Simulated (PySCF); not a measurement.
# C8H6S2 (2,3'-bithiophene): the cost of one run

Computed with PySCF 2.14.0 and routines of our own; the level stands in each step. Atoms count from 0.

## 1. The starting structure

16 atoms, charge 0, multiplicity 1; geometry from: GFN2-xTB.

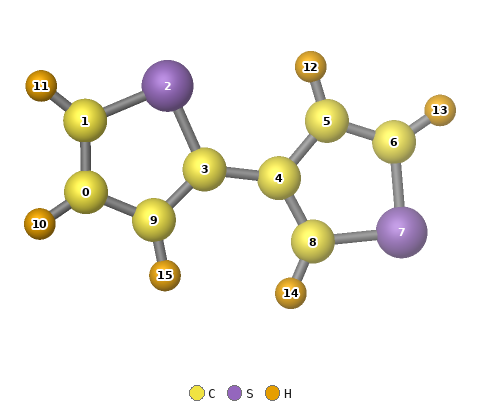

The starting geometry (carbon yellow, sulfur purple, hydrogen amber).

## 2. Relaxing the molecule at PBE0-D3(BJ)/def2-SVP

What the job is given:

```
{"job": {"xc": "PBE0", "basis": "def2-SVP", "d3": "d3bj", "grid": 2, "kind": "geom"}, "charge": 0, "multiplicity": 1}
C     -2.712956    -0.753108     0.105869
C     -2.911396     0.523514    -0.312224
S     -1.433622     1.374667    -0.509959
C     -0.515816    -0.019544    -0.018703
C      0.923276     0.031098     0.035700
C      1.688636     1.187899    -0.295325
C      3.020563     0.993640    -0.168268
S      3.394661    -0.602484     0.357664
C      1.730507    -1.011167     0.406358
C     -1.349769    -1.065090     0.273815
H     -3.510945    -1.450345     0.289295
H     -3.836346     1.024130    -0.518814
H      1.241853     2.113721    -0.611339
H      3.816714     1.687782    -0.350011
H      1.444042    -1.998893     0.706075
H     -0.997000    -2.026876     0.598457
```

Launch:

```bash
OMP_NUM_THREADS=1 python excited_run.py task.json out
```

This one command runs all jobs of the session in turn.

**Question.** How long does this first job take on 1 thread of AMD EPYC 9R14, shared host, and how much memory does it need?

About 69 s, with a peak of 0.95 GiB.
